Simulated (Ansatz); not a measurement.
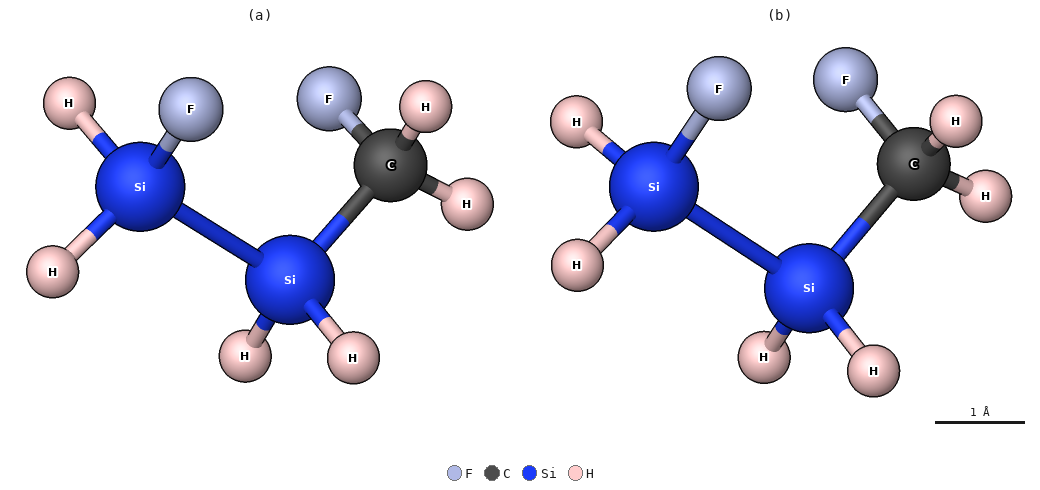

The structure of CH$_{6}$F$_{2}$Si$_{2}$ (coarse preliminary run) before (left) and after (right) a relaxation, at one scale.

A ball-and-stick model, seen at a tilt.

The start comes from a force field.

Method: RKS PBE-D4/def2-SVP (Ansatz). Settings: force threshold 0.03 eV/Å; at most 200 steps.

**What changed between the two?**

The atom that moves furthest after the best rigid fit is an F atom (0.37 Å). By element the largest moves are F 0.37 Å, H 0.28 Å, Si 0.12 Å, C 0.07 Å. Some distances before and after: F–Si 1.546 → 1.651 Å, C–Si 1.821 → 1.920 Å, C–F 1.326 → 1.398 Å, H–Si 1.572 → 1.504 Å. Bond angles that change, for instance: Si–Si–H 105.7° → 112.2°, Si–Si–F 111.7° → 105.4°, Si–C–H 114.1° → 110.0°. Over 11 accepted moves (13 points after the start) the energy falls by 55.5 kJ/mol. Largest force component: 3.8 eV/Å at the start, 0.023 eV/Å at the end. The line search rejected the trial steps at points 3, 10 of the run. The forces were under the threshold at step 5, but the run went on from there. The run took 13 s on 4 threads of Arm Neoverse V2, on a shared host.
